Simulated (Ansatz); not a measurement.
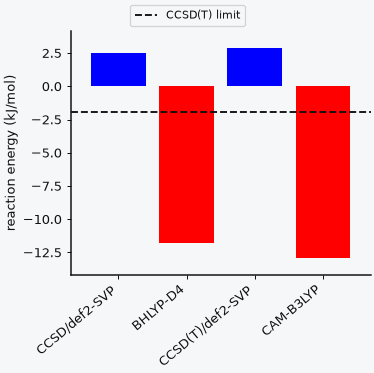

Electronic reaction energy of CH₂F₂ (FCF) + H ([H]) [doublet] → CHF₂ (F[CH]F) [doublet] + H₂ ([H][H]) (SMILES in brackets) at several levels (functionals in def2-TZVPP unless a basis is named), isolated molecules at PBE0-D4 triple-zeta geometries, minima by their frequencies, no zero-point or thermal terms, the Ansatz code. The line is frozen-core CCSD(T) at the basis limit (MP2 extrapolated from triple and quadruple zeta, plus CCSD(T) less MP2 in a smaller set). No dispersion term is added to CAM-B3LYP. The distance of CCSD/def2-SVP and CCSD(T)/def2-SVP to the limit includes basis error.

Which level comes closest to the line (CCSD(T) limit), and which misses most?

Answer. Closest CCSD/def2-SVP (2.5 kJ/mol), against −1.9 kJ/mol; farthest CAM-B3LYP (−12.9 kJ/mol).

What do zero-point energy and temperature add?

Answer. Zero-point change −9.4 kJ/mol; at 298.15 K and 1 bar the CCSD(T) limit plus thermal terms gives an enthalpy of reaction of −8.9 and a free energy of −16.4 kJ/mol (harmonic PBE0-D4 modes, ideal gas).
